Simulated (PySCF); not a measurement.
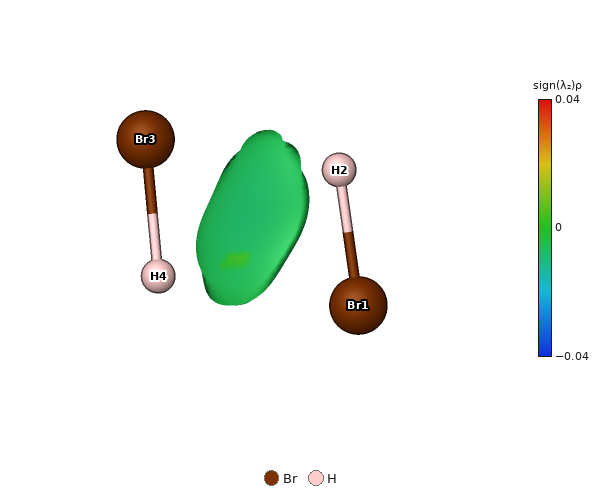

*Br₂H₂, SMILES `Br.Br`. Non-covalent interaction surfaces between the fragments (reduced density gradient s = 0.6, coloured by sign(λ₂)ρ in a.u.; trimmed to the region between the fragments where ρ is under 0.06 a.u.). Fragment A: HBr (atoms 1–2); fragment B: HBr.*

Level of theory: PBE0/def2-SVPD (PySCF), at a geometry from GFN2-xTB. GFN2-xTB bond lengths at metals and heavier atoms can be off by up to 0.1 Å and shapes distorted, which carries into these values.

Input script:

```python
import numpy as np
from pyscf import gto, scf, dft
from pyscf.scf import atom_ks, atom_hf
from scipy.linalg import block_diag
from pyscf.dispersion import dftd3

def solve(mol, dm0=None, hcore=None):
    mf = (dft.UKS if mol.spin else dft.RKS)(mol, xc='pbe0')
    mf.grids.level = 3
    mf = mf.density_fit(auxbasis='def2-universal-jkfit')
    mf.conv_tol, mf.max_cycle = 1e-8, 80
    if hcore is not None:
        mf.get_hcore = lambda *args: hcore
    mf.kernel(dm0)
    if not mf.converged:
        mf = mf.newton().run(mf.mo_coeff, mf.mo_occ, max_cycle=30)
    assert mf.converged, 'SCF not converged'
    return mf

mol = gto.M(atom='''
Br    -1.89899     0.01980     0.00000
H     -1.11953    -1.14395     0.00000
Br     1.89631    -0.02142     0.00000
H      1.21322     1.20088     0.00000
''', basis='def2-svpd', charge=0, spin=0, verbose=4)
mol_a = gto.M(atom='''
Br    -1.89899     0.01980     0.00000
H     -1.11953    -1.14395     0.00000
ghost-Br     1.89631    -0.02142     0.00000
ghost-H      1.21322     1.20088     0.00000
''', basis='def2-svpd', charge=0, spin=0, verbose=4)
mol_b = gto.M(atom='''
ghost-Br    -1.89899     0.01980     0.00000
ghost-H     -1.11953    -1.14395     0.00000
Br     1.89631    -0.02142     0.00000
H      1.21322     1.20088     0.00000
''', basis='def2-svpd', charge=0, spin=0, verbose=4)
ab, a, b = solve(mol), solve(mol_a), solve(mol_b)
e_int = ab.e_tot - a.e_tot - b.e_tot
print('counterpoise-corrected interaction energy / kcal/mol', e_int * 627.5095)
def disp(atoms, charge):
    m = gto.M(atom=atoms, charge=charge, basis='sto-3g', spin=None, unit='Bohr', verbose=0)
    return dftd3.DFTD3Dispersion(m, xc='pbe0', version='d3bj').get_dispersion()['energy']
e_disp = disp(mol._atom, mol.charge) - disp(mol._atom[:2], mol_a.charge) - disp(mol._atom[2:], mol_b.charge)
print('D3(BJ) part / kcal/mol', e_disp * 627.5095)
# spherically averaged free atoms, for the promolecule
atm = atom_ks.get_atm_nrks(mol, xc='pbe0')
pro = block_diag(*[(atm[a[0]][2] * atm[a[0]][3]) @ atm[a[0]][2].T for a in mol._atom])
np.savez('result.npz', e_int=e_int, e_disp=e_disp, dm_a=a.make_rdm1(), dm_b=b.make_rdm1(), c=ab.mo_coeff, occ=ab.mo_occ, eps=ab.mo_energy, pro=pro, d=[f.dip_moment(verbose=0) for f in (ab, a, b)])
```

Run with:

```sh
OMP_NUM_THREADS=1 python input.py
```

The run took 34 s on 1 thread of Intel(R) Xeon(R) Processor @ 2.50GHz (Skylake/Cascade Lake), with other jobs on the host, peak memory 0.43 GiB.

Partitions, critical points and surface values were worked out afterwards from this run's density.

> Interpret the surfaces between the fragments.

Bond critical points between the fragments: Br1···Br3, 3.80 Å, ρ = 0.007 a.u. It is weak and appears green (van der Waals range). The pose is a local one from a semi-empirical search, not shown to be the most stable.

> How strongly are they bound?

The counterpoise-corrected interaction energy of the frozen fragments is −0.4 kcal/mol without dispersion correction and −1.2 kcal/mol with D3(BJ). The pair geometry is semi-empirical, not a minimum at this level.
